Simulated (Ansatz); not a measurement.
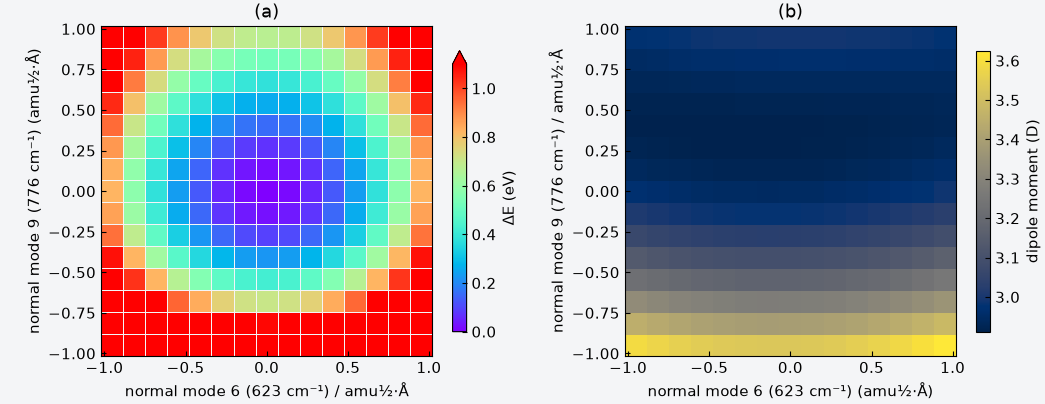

CH4N2Si, SMILES NC1=N[SiH2]1. 
- First axis: normal mode 6 (623 cm⁻¹). Second axis: normal mode 9 (776 cm⁻¹).
- Nothing is relaxed (straight displacements along the two mass-weighted modes).
- The scan uses a 15 × 15 grid.
- Energies are in eV, from the lowest grid point.
- These are results of RKS PBE0-D4/def2-TZVP (Ansatz 0.2.0), not measurements.

Panel (a) is the energy and panel (b) the computed dipole moment on the same grid.

In the figure: one coloured cell a grid point, one colour for all values above the top of the scale.

Q: How does the dipole moment vary over the map, and what is it at the lowest grid point?

A: Leaving out the highest fifth of the energies, it runs from 2.91 D at normal mode 6 (623 cm⁻¹) = −0.545 amu½·Å, normal mode 9 (776 cm⁻¹) = 0.407 amu½·Å to 3.39 D at normal mode 6 (623 cm⁻¹) = 0.000 amu½·Å, normal mode 9 (776 cm⁻¹) = −0.815 amu½·Å. At the lowest grid point, normal mode 6 (623 cm⁻¹) = 0.000 amu½·Å, normal mode 9 (776 cm⁻¹) = 0.000 amu½·Å, it is 2.95 D.

| normal mode 9 (776 cm⁻¹) ↓, normal mode 6 (623 cm⁻¹) → | −0.953 | −0.817 | −0.681 | −0.545 | −0.408 | −0.272 | −0.136 | 0.000 | 0.136 | 0.272 | 0.408 | 0.545 | 0.681 | 0.817 | 0.953 |
| --- | --- | --- | --- | --- | --- | --- | --- | --- | --- | --- | --- | --- | --- | --- | --- |
| 0.951 | 2.97 | 2.98 | 2.98 | 2.98 | 2.99 | 2.99 | 2.99 | 2.99 | 2.99 | 2.99 | 2.99 | 2.99 | 2.98 | 2.98 | 2.98 |
| 0.815 | 2.95 | 2.95 | 2.95 | 2.96 | 2.96 | 2.96 | 2.96 | 2.96 | 2.96 | 2.96 | 2.96 | 2.96 | 2.96 | 2.96 | 2.96 |
| 0.679 | 2.93 | 2.93 | 2.93 | 2.93 | 2.94 | 2.94 | 2.94 | 2.94 | 2.94 | 2.94 | 2.94 | 2.94 | 2.94 | 2.94 | 2.94 |
| 0.543 | 2.92 | 2.92 | 2.92 | 2.92 | 2.92 | 2.92 | 2.92 | 2.92 | 2.92 | 2.92 | 2.92 | 2.93 | 2.93 | 2.93 | 2.93 |
| 0.407 | 2.91 | 2.91 | 2.91 | 2.91 | 2.91 | 2.91 | 2.91 | 2.91 | 2.91 | 2.92 | 2.92 | 2.92 | 2.92 | 2.92 | 2.93 |
| 0.272 | 2.92 | 2.92 | 2.92 | 2.91 | 2.91 | 2.91 | 2.91 | 2.91 | 2.91 | 2.92 | 2.92 | 2.92 | 2.93 | 2.93 | 2.94 |
| 0.136 | 2.94 | 2.93 | 2.93 | 2.93 | 2.92 | 2.92 | 2.92 | 2.92 | 2.93 | 2.93 | 2.93 | 2.94 | 2.94 | 2.95 | 2.96 |
| 0.000 | 2.97 | 2.96 | 2.95 | 2.95 | 2.95 | 2.95 | 2.94 | 2.95 | 2.95 | 2.95 | 2.96 | 2.96 | 2.97 | 2.98 | 2.99 |
| −0.136 | 3.01 | 3.00 | 2.99 | 2.99 | 2.98 | 2.98 | 2.98 | 2.98 | 2.98 | 2.99 | 2.99 | 3.00 | 3.01 | 3.02 | 3.03 |
| −0.272 | 3.06 | 3.05 | 3.04 | 3.04 | 3.03 | 3.03 | 3.03 | 3.03 | 3.03 | 3.04 | 3.04 | 3.05 | 3.06 | 3.08 | 3.09 |
| −0.407 | 3.14 | 3.12 | 3.11 | 3.10 | 3.10 | 3.09 | 3.09 | 3.09 | 3.10 | 3.10 | 3.11 | 3.12 | 3.13 | 3.15 | 3.16 |
| −0.543 | 3.22 | 3.21 | 3.20 | 3.19 | 3.18 | 3.18 | 3.17 | 3.18 | 3.18 | 3.18 | 3.19 | 3.20 | 3.22 | 3.23 | 3.25 |
| −0.679 | 3.33 | 3.31 | 3.30 | 3.29 | 3.28 | 3.28 | 3.27 | 3.27 | 3.28 | 3.28 | 3.29 | 3.31 | 3.32 | 3.34 | 3.36 |
| −0.815 | 3.45 | 3.43 | 3.42 | 3.41 | 3.40 | 3.39 | 3.39 | 3.39 | 3.40 | 3.40 | 3.41 | 3.43 | 3.44 | 3.46 | 3.48 |
| −0.951 | 3.59 | 3.57 | 3.56 | 3.55 | 3.54 | 3.53 | 3.53 | 3.53 | 3.53 | 3.54 | 3.55 | 3.57 | 3.58 | 3.60 | 3.63 |
